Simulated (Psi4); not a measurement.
# Interaction calculation of C2H8Si2 (part 2 of 2)

C2H8Si2; SAPT0/def2-SVPD, RHF (Psi4 1.11). The geometry comes from this level: GFN2-xTB.

Geometry of the input (Å):
```
C  -1.5240  -1.9909  -0.6294
Si -0.2032  -1.0336  0.3547
H  -2.5281  -1.6877  -0.3419
H  -1.4453  -3.0619  -0.4610
H  -1.4171  -1.8169  -1.6965
H  -0.6054  -1.2562  1.7620
C  1.3997  1.8170  0.6084
Si 0.0632  0.8554  -0.3497
H  1.2794  1.6948  1.6809
H  1.3536  2.8808  0.3907
H  2.3966  1.4727  0.3447
H  0.4618  1.0467  -1.7639
```

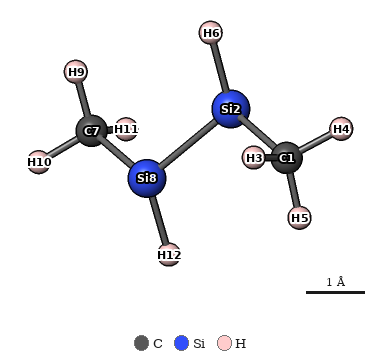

The input geometry (ball-and-stick view, seen at a tilt; atoms are numbered from 1 in the order of the input).

**What the program printed, continued**
```
 ------------------------------------------------------------------------------------

 L = 1.  Multiply by 2.5417464519 to convert [e a0] to [Debye]
 Dipole X            :         33.5260869          -33.9870834           -0.4609965
 Dipole Y            :         64.3604304          -64.7011423           -0.3407119
 Dipole Z            :         -0.8852687            0.8541940           -0.0310747
 Magnitude           :                                                    0.5740802

 ------------------------------------------------------------------------------------

	total time  =          1 seconds =       0.02 minutes

  //>>>>>>>>>>>>>>>>>>>>>>>>>>>>>>>>>>>//
  //            Monomer B HF           //
  //<<<<<<<<<<<<<<<<<<<<<<<<<<<<<<<<<<<//

  ==> Geometry <==

    Molecular point group: c1
    Full point group: C1

    Geometry (in Angstrom), charge = 0, multiplicity = 1:

       Center              X                  Y                   Z               Mass
    ------------   -----------------  -----------------  -----------------  -----------------
      Gh(C)          -1.523980000000    -1.990900000000    -0.629390000000    12.000000000000
      Gh(SI)         -0.203240000000    -1.033590000000     0.354690000000    27.976926534650
      Gh(H)          -2.528120000000    -1.687740000000    -0.341860000000     1.007825032230
      Gh(H)          -1.445340000000    -3.061920000000    -0.460990000000     1.007825032230
      Gh(H)          -1.417110000000    -1.816870000000    -1.696480000000     1.007825032230
      Gh(H)          -0.605380000000    -1.256180000000     1.762030000000     1.007825032230
         C            1.399690000000     1.816990000000     0.608440000000    12.000000000000
         SI           0.063240000000     0.855400000000    -0.349720000000    27.976926534650
         H            1.279450000000     1.694810000000     1.680920000000     1.007825032230
         H            1.353570000000     2.880780000000     0.390740000000     1.007825032230
         H            2.396580000000     1.472700000000     0.344740000000     1.007825032230
         H            0.461810000000     1.046680000000    -1.763860000000     1.007825032230

  Running in c1 symmetry.

  Rotational constants: A =      0.43530  B =      0.07096  C =      0.06336 [cm^-1]
  Rotational constants: A =  13049.93378  B =   2127.44171  C =   1899.50566 [MHz]
  Nuclear repulsion =   48.552523957705617

  Charge       = 0
  Multiplicity = 1
  Electrons    = 24
  Nalpha       = 12
  Nbeta        = 12

  ==> Iterations <==

                           Total Energy        Delta E     RMS |[F,P]|

   @DF-RHF iter SAD:  -328.25909953093822   -3.28259e+02   0.00000e+00
   @DF-RHF iter   1:  -328.88567036021578   -6.26571e-01   1.98044e-03 ADIIS/DIIS
   @DF-RHF iter   2:  -328.93444549519546   -4.87751e-02   8.59003e-04 ADIIS/DIIS
   @DF-RHF iter   3:  -328.94443248822506   -9.98699e-03   1.69517e-04 ADIIS/DIIS
   @DF-RHF iter   4:  -328.94538321058951   -9.50722e-04   2.83506e-05 DIIS
   @DF-RHF iter   5:  -328.94541521351783   -3.20029e-05   5.61769e-06 DIIS
   @DF-RHF iter   6:  -328.94541656785276   -1.35433e-06   1.21462e-06 DIIS
   @DF-RHF iter   7:  -328.94541663840761   -7.05548e-08   2.52539e-07 DIIS
   @DF-RHF iter   8:  -328.94541664232122   -3.91361e-09   8.13677e-08 DIIS
   @DF-RHF iter   9:  -328.94541664299192   -6.70695e-10   3.76203e-08 DIIS
   @DF-RHF iter  10:  -328.94541664319593   -2.04011e-10   1.59342e-08 DIIS
   @DF-RHF iter  11:  -328.94541664323651   -4.05862e-11   3.42285e-09 DIIS
  Energy and wave function converged.

  ==> Post-Iterations <==

    Orbital Energies [Eh]
    ---------------------

    Doubly Occupied:

       1A    -68.767496     2A    -11.217784     3A     -6.133042
       4A     -4.241118     5A     -4.239139     6A     -4.237842
       7A     -0.942771     8A     -0.642451     9A     -0.563552
      10A     -0.562978    11A     -0.455677    12A     -0.307472

    Virtual:

      13A      0.020012    14A      0.072295    15A      0.087050
      16A      0.113715    17A      0.130681    18A      0.143108
      19A      0.166159    20A      0.169036    21A      0.178182
      22A      0.195499    23A      0.201400    24A      0.217405
      25A      0.224288    26A      0.225783    27A      0.238043
      28A      0.248414    29A      0.260426    30A      0.264074
      31A      0.283738    32A      0.289288    33A      0.297369
      34A      0.314630    35A      0.326346    36A      0.328639
      37A      0.348683    38A      0.368003    39A      0.380223
      40A      0.390981    41A      0.398262    42A      0.408130
      43A      0.410701    44A      0.418122    45A      0.430885
      46A      0.440192    47A      0.451230    48A      0.458874
      49A      0.469314    50A      0.475343    51A      0.480540
      52A      0.487136    53A      0.493678    54A      0.507322
      55A      0.509910    56A      0.516961    57A      0.522844
      58A      0.534028    59A      0.548098    60A      0.556133
      61A      0.561387    62A      0.568473    63A      0.580745
      64A      0.587183    65A      0.602222    66A      0.625928
      67A      0.628671    68A      0.634208    69A      0.644606
      70A      0.656196    71A      0.689756    72A      0.705766
      73A      0.722332    74A      0.750741    75A      0.761781
      76A      0.771779    77A      0.808953    78A      0.841691
      79A      0.872639    80A      0.907004    81A      0.921397
      82A      0.931993    83A      0.953870    84A      0.963754
      85A      0.996114    86A      1.007340    87A      1.016572
      88A      1.066978    89A      1.133825    90A      1.161193
      91A      1.170464    92A      1.235662    93A      1.268381
      94A      1.313504    95A      1.319919    96A      1.359697
      97A      1.371856    98A      1.411911    99A      1.494511
     100A      1.548337   101A      1.558219   102A      1.569566
     103A      1.583665   104A      1.639776   105A      1.818393
     106A      1.843725   107A      1.864163   108A      1.948817
     109A      1.970465   110A      2.001629   111A      2.025690
     112A      2.076484   113A      2.114510   114A      2.168008
     115A      2.199630   116A      2.259683   117A      2.301145
     118A      2.329018   119A      2.346445   120A      2.353714
     121A      2.357375   122A      2.380874   123A      2.406350
     124A      2.432052   125A      2.450043   126A      2.470208
     127A      2.506479   128A      2.660477   129A      2.714900
     130A      2.740143   131A      2.766736   132A      2.839498
     133A      2.844207   134A      2.923240   135A      3.048581
     136A      3.135111   137A      3.428829   138A      3.442640
     139A      3.443518   140A      3.455962   141A      3.499569
     142A      3.586326   143A      3.588671   144A      4.278455
     145A      4.905476   146A      5.275015   147A      5.281263
     148A     14.175779   149A     14.420532   150A     14.474699
     151A     19.855404   152A    103.794925

    Final Occupation by Irrep:
              A
    DOCC [    12 ]
    NA   [    12 ]
    NB   [    12 ]

  @DF-RHF Final Energy:  -328.94541664323651

   => Energetics <=

    Nuclear Repulsion Energy =             48.5525239577056169
    One-Electron Energy =                -550.3732371621673565
    Two-Electron Energy =                 172.8752965612252694
    Total Energy =                       -328.9454166432365128

Computation Completed

Properties will be evaluated at   0.000000,   0.000000,   0.000000 [a0]

Properties computed using the SCF density matrix

 Multipole Moments:

 ------------------------------------------------------------------------------------
     Multipole            Electronic (a.u.)      Nuclear  (a.u.)        Total (a.u.)
 ------------------------------------------------------------------------------------

 L = 1.  Multiply by 2.5417464519 to convert [e a0] to [Debye]
 Dipole X            :        -27.4555647           27.9205334            0.4649687
 Dipole Y            :        -56.3044533           56.6398352            0.3353819
 Dipole Z            :          1.1436735           -1.1204186            0.0232549
 Magnitude           :                                                    0.5737749

 ------------------------------------------------------------------------------------

	total time  =          1 seconds =       0.02 minutes
  Constructing Basis Sets for SAPT...

   => Loading Basis Set <=

    Name: (DEF2-SVPD AUX)
    Role: RIFIT
    Keyword: DF_BASIS_SAPT

   => Loading Basis Set <=

    Name: (DEF2-SVPD AUX)
    Role: JKFIT
    Keyword: DF_BASIS_ELST

  //>>>>>>>>>>>>>>>>>>>>>>>>>>>>>>>>>>>//
  //               SAPT0               //
  //<<<<<<<<<<<<<<<<<<<<<<<<<<<<<<<<<<<//

        SAPT0
     6 June 2009

      Orbital Information
  --------------------------
    NSO        =       152
    NMO        =       152
    NRI        =       468
    NRI (Elst) =       550
    NOCC A     =        12
    NOCC B     =        12
    FOCC A     =         0
    FOCC B     =         0
    NVIR A     =       140
    NVIR B     =       140

    Elst10,r            =    -0.359812977537 [Eh]
    Exch10              =     0.508072057971 [Eh]
    Exch10 (S^2)        =     0.358910151478 [Eh]

    Maxiter = 50
    CPHF R converge = 1.000000E-08

    Iter     Energy [mEh]          dE [mEh]         Residual      Time [s]
       1    -530.59055983     530.590559827     1.256723e-01             0
       2    -715.57725000     184.986690172     4.659438e-02             0
       3    -719.57505595       3.997805947     3.139295e-02             0
       4    -712.53888765      -7.036168295     1.116185e-02             0
       5    -714.23821396       1.699326310     3.663874e-03             0
       6    -715.11154505       0.873331093     7.662684e-04             0
       7    -714.93090409      -0.180640967     1.601095e-04             1
       8    -714.94736673       0.016462645     2.959926e-05             1
       9    -714.94903024       0.001663511     9.570449e-06             1
      10    -714.94784128      -0.001188958     2.090700e-06             1
      11    -714.94794558       0.000104295     4.970773e-07             1
      12    -714.94797227       0.000026688     1.282312e-07             1
      13    -714.94796018      -0.000012092     2.733998e-08             1
      14    -714.94796085       0.000000677     7.586979e-09             1

    CHF Iterations converged

    Maxiter = 50
    CPHF R converge = 1.000000E-08

    Iter     Energy [mEh]          dE [mEh]         Residual      Time [s]
       1    -527.29991849     527.299918487     1.255849e-01             0
       2    -712.77078561     185.470867124     4.760731e-02             0
       3    -717.24283840       4.472052791     3.205048e-02             0
       4    -709.98265609      -7.260182315     1.124803e-02             0
       5    -711.63741790       1.654761816     3.649917e-03             0
       6    -712.52287003       0.885452128     7.553552e-04             0
       7    -712.34616061      -0.176709422     1.565561e-04             0
       8    -712.36223074       0.016070134     2.888719e-05             0
       9    -712.36376428       0.001533542     9.435088e-06             0
      10    -712.36260646      -0.001157820     2.121902e-06             0
      11    -712.36271178       0.000105312     4.962827e-07             0
      12    -712.36273921       0.000027432     1.241287e-07             0
      13    -712.36272731      -0.000011899     2.537508e-08             0
      14    -712.36272793       0.000000625     6.915168e-09             0

    CHF Iterations converged

    Ind20,r (A<-B)      =    -0.714947960853 [Eh]
    Ind20,r (B<-A)      =    -0.712362727935 [Eh]
    Ind20,r             =    -1.427310688788 [Eh]
    Exch-Ind20,r (A<-B) =     0.344219819948 [Eh]
    Exch-Ind20,r (B<-A) =     0.344242588560 [Eh]
    Exch-Ind20,r        =     0.688462408508 [Eh]
    Disp20              =    -0.070272650935 [Eh]
    Disp20 (SS)         =    -0.035136325467 [Eh]
    Disp20 (OS)         =    -0.035136325467 [Eh]
    Exch-Disp20         =     0.014757630666 [Eh]
    Exch-Disp20 (SS)    =     0.011004409053 [Eh]
    Exch-Disp20 (OS)    =     0.003753221613 [Eh]

    SAPT Results
  --------------------------------------------------------------------------------------------------------
    Electrostatics               -359.81297754 [mEh]    -225.78605219 [kcal/mol]    -944.68884237 [kJ/mol]
      Elst10,r                   -359.81297754 [mEh]    -225.78605219 [kcal/mol]    -944.68884237 [kJ/mol]

    Exchange                      508.07205797 [mEh]     318.82002974 [kcal/mol]    1333.94300443 [kJ/mol]
      Exch10                      508.07205797 [mEh]     318.82002974 [kcal/mol]    1333.94300443 [kJ/mol]
      Exch10(S^2)                 358.91015148 [mEh]     225.21952029 [kcal/mol]     942.31847288 [kJ/mol]

    Induction                    -201.46522239 [mEh]    -126.42133569 [kcal/mol]    -528.94686852 [kJ/mol]
      Ind20,r                   -1427.31068879 [mEh]    -895.65097924 [kcal/mol]   -3747.40369713 [kJ/mol]
      Exch-Ind20,r                688.46240851 [mEh]     432.01668368 [kcal/mol]    1807.55780451 [kJ/mol]
      delta HF,r (2)              537.38305789 [mEh]     337.21295987 [kcal/mol]    1410.89902410 [kJ/mol]

    Dispersion                    -55.51502027 [mEh]     -34.83620116 [kcal/mol]    -145.75466564 [kJ/mol]
      Disp20                      -70.27265093 [mEh]     -44.09675421 [kcal/mol]    -184.50081961 [kJ/mol]
      Exch-Disp20                  14.75763067 [mEh]       9.26055305 [kcal/mol]      38.74615398 [kJ/mol]
      Disp20 (SS)                 -35.13632547 [mEh]     -22.04837710 [kcal/mol]     -92.25040981 [kJ/mol]
      Disp20 (OS)                 -35.13632547 [mEh]     -22.04837710 [kcal/mol]     -92.25040981 [kJ/mol]
      Exch-Disp20 (SS)             11.00440905 [mEh]       6.90537093 [kcal/mol]      28.89207199 [kJ/mol]
      Exch-Disp20 (OS)              3.75322161 [mEh]       2.35518212 [kcal/mol]       9.85408199 [kJ/mol]

  Total HF                        -53.20614196 [mEh]     -33.38735814 [kcal/mol]    -139.69270647 [kJ/mol]
  Total SAPT0                    -108.72116223 [mEh]     -68.22355930 [kcal/mol]    -285.44737210 [kJ/mol]

  Special recipe for scaled SAPT0 (see Manual):
    Electrostatics sSAPT0        -359.81297754 [mEh]    -225.78605219 [kcal/mol]    -944.68884237 [kJ/mol]
    Exchange sSAPT0               508.07205797 [mEh]     318.82002974 [kcal/mol]    1333.94300443 [kJ/mol]
    Induction sSAPT0             1063.05750732 [mEh]     667.07865701 [kcal/mol]    2791.05710094 [kJ/mol]
    Dispersion sSAPT0             -28.40916934 [mEh]     -17.82702290 [kcal/mol]     -74.58826383 [kJ/mol]
  Total sSAPT0                   1182.90741841 [mEh]     742.28561165 [kcal/mol]    3105.72299916 [kJ/mol]
  --------------------------------------------------------------------------------------------------------

	total time  =          3 seconds =       0.05 minutes

Warning! sapt0 does not have an associated derived wavefunction. The returned wavefunction is the dimer SCF wavefunction.

[set-up sections that repeat, and orbital energies of the middle runs, are left out above]
```

**Standard output**
```
total energy -0.10872116 hartree = -2.95845 eV
```

**Key numbers**

```tsv
quantity	value
outcome	converged
SCF energy	−657.943975 hartree
basis functions	152
hardware	1 thread of Intel Xeon (Granite Rapids), 64 GiB of memory available, shared host
wall time	7.8 s
peak memory	0.34 GiB
```
